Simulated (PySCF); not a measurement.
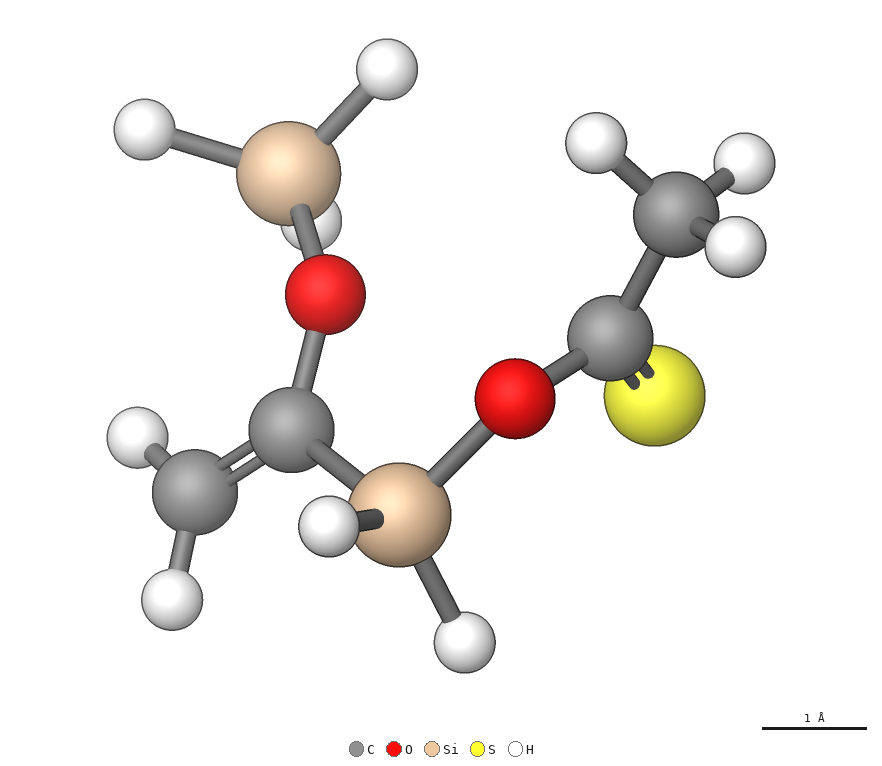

Ball-and-stick drawing of a structure. Double and triple bonds are drawn as two and three sticks.

Computed geometry: GFN2-xTB optimisation. No frequency run is at hand to confirm it as a minimum.

What is the molecular formula?

Answer. C₄H₁₀O₂SSi₂, 19 atoms: 4 carbon, 10 hydrogen, 2 oxygen, 1 sulfur and 2 silicon.

Describe its rings.

Answer. It has no ring.

The parts below concern this one geometry. Atoms keep their numbers from picture to picture.

## Geometry

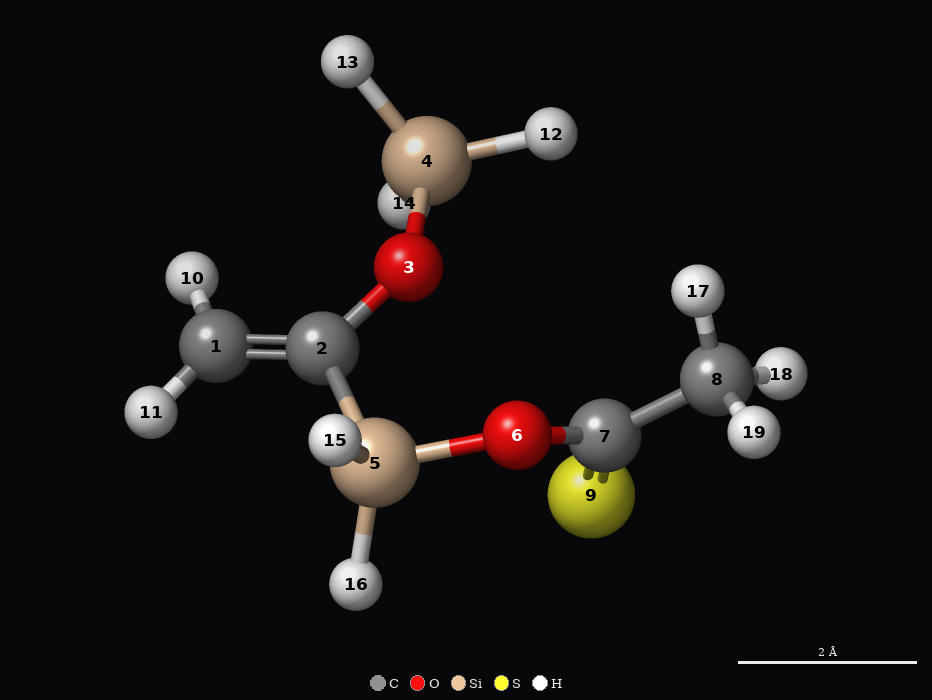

Numbered structure. No frequency run is at hand to confirm it as a minimum.

Describe the coordination of atom 5.

Answer. Si5 has 4 neighbours (C2 at 1.90, O6 at 1.65, H15 at 1.46, H16 at 1.46 Å); the arrangement is tetrahedral.

Describe the coordination of atom 1.

Answer. C1 has 3 neighbours (C2 at 1.33, H10 at 1.08, H11 at 1.07 Å); the arrangement is trigonal planar.

What is the geometry at O6?

Answer. O6 has 2 neighbours (Si5 at 1.65, C7 at 1.32 Å); the arrangement is bent.

Describe the coordination of atom 4.

Answer. Si4 has 4 neighbours (O3 at 1.63, H12 at 1.46, H13 at 1.47, H14 at 1.46 Å); the arrangement is tetrahedral.

What is the dihedral angle C1–C2–O3–Si4?

Answer. 10° in size, that is syn (eclipsed).

## Charges

The questions are on Mulliken charges. No frequency run is at hand to confirm it as a minimum. Properties computed with PBE0/pcSseg-1, gas phase (PySCF 2.14.0).

Which atom carries the highest charge (most positive or least negative)?

Answer. Si5 (0.86 e).

And the lowest?

Answer. O3 (−0.61 e).

Give the Mulliken charges atom by atom.

```tsv
atom	value (e)
C1	−0.20
C2	−0.09
O3	−0.61
Si4	0.69
Si5	0.86
O6	−0.53
C7	0.04
C8	−0.20
S9	−0.15
H10	0.14
H11	0.12
H12	−0.11
H13	−0.11
H14	−0.10
H15	−0.10
H16	−0.07
H17	0.14
H18	0.14
H19	0.15
```

## NMR shielding

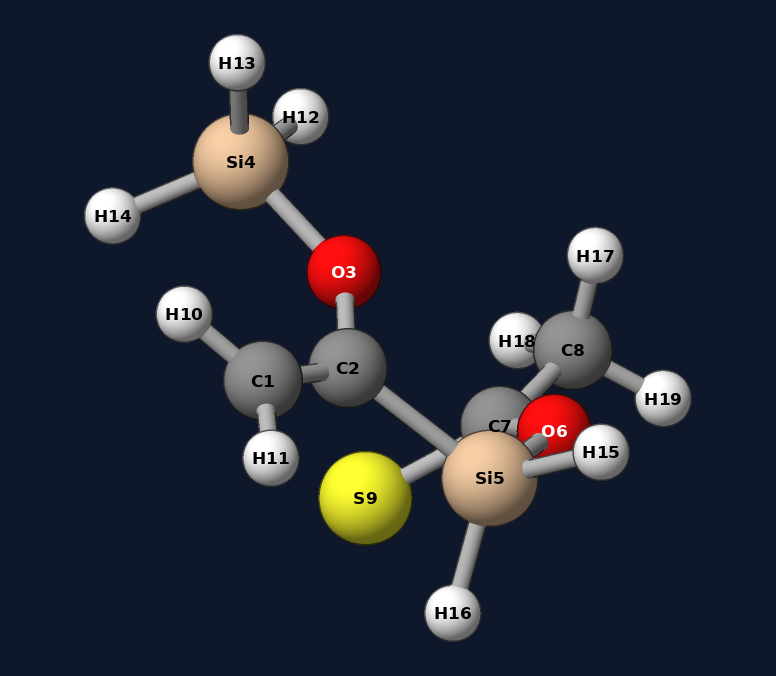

No frequency run is at hand to confirm it as a minimum. Method: GIAO PBE0/pcSseg-1 NMR shielding, non-relativistic, gas phase (PySCF 2.14.0). Principal shieldings σ11 ≤ σ22 ≤ σ33, span Ω = σ33 − σ11, skew κ = 3(σiso − σ22)/Ω.

Which C atom has the most anisotropic shielding?

Answer. C7, with a span of 334 ppm.

Give the shielding tensors of the C atoms.

```csv
atom,σ11,σ22,σ33,σiso,Ω,κ
C1,−33.6,109.1,162.8,79.4,196.4,−0.45
C2,−87.9,47.2,108.8,22.7,196.7,−0.37
C7,−241.7,1.3,92.6,−49.3,334.2,−0.45
C8,123.3,134.5,188.7,148.8,65.4,0.66
```

Shieldings and span in ppm.

## Electronic properties

No frequency run is at hand to confirm it as a minimum. Properties computed with PBE0/pcSseg-1, gas phase (PySCF 2.14.0).

Predict the main results.

- dipole moment: 1.87 D
- HOMO energy (Kohn–Sham orbital): −6.53 eV
- LUMO energy (Kohn–Sham orbital): −1.38 eV
- HOMO–LUMO gap: 5.15 eV

## Quadrupole coupling

No frequency run is at hand to confirm it as a minimum. Electric field gradients from the ground-state density, PBE0/pcSseg-1 (PySCF 2.14.0), non-relativistic apart from any core potentials.

Give the largest field-gradient component, the quadrupole coupling constant and the asymmetry for 17O at O3 (Q = −25.6 mb), 17O at O6 (Q = −25.6 mb), 33S at S9 (Q = −67.81 mb).

```tsv
atom	V_zz (a.u.)	e²qQ/h (MHz)	η
O3	1.659	−9.98	0.12
O6	1.451	−8.73	0.36
S9	−2.373	37.8	0.21
```

Mulliken values depend strongly on the basis set and can even reverse the polarity of a bond. The geometry is semi-empirical. Around Si such bond lengths and angles can be off by a tenth of an ångström or more and by several degrees, and values that hang on the shape move with them.
